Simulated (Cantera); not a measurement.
A closed system holds: 1 mol Si, 1.2 mol HF, 0.17 mol N₂, equilibrated at 725 K.

Method: chemical equilibrium by Gibbs-energy minimisation in Cantera with the NASA 1993 tables (ideal gas, pure condensed phases). Candidate condensed phases: Si, Si₃N₄; 37 gas species. N₂ is the only nitrogen source here; it is nearly inert below about 1500 K, so the nitride shown seldom forms there in practice. The tables' values for SiF₃ are old estimates; treat these amounts as uncertain. Kinetics and transport are ignored.

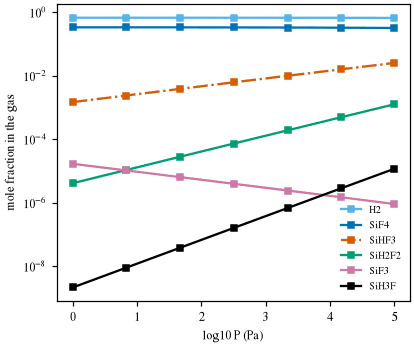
Figure. Equilibrium gas composition (values under 1e-9 drawn at 1e-9)

### Question
Read off the mole fractions at 0.150 bar.

### Answer
H₂ about 0.66, SiF₄ about 0.32, SiHF₃ about 0.016, SiH₂F₂ about 0.00049, SiH₃F about 2.8e-6, SiF₃ about 1.5e-6.
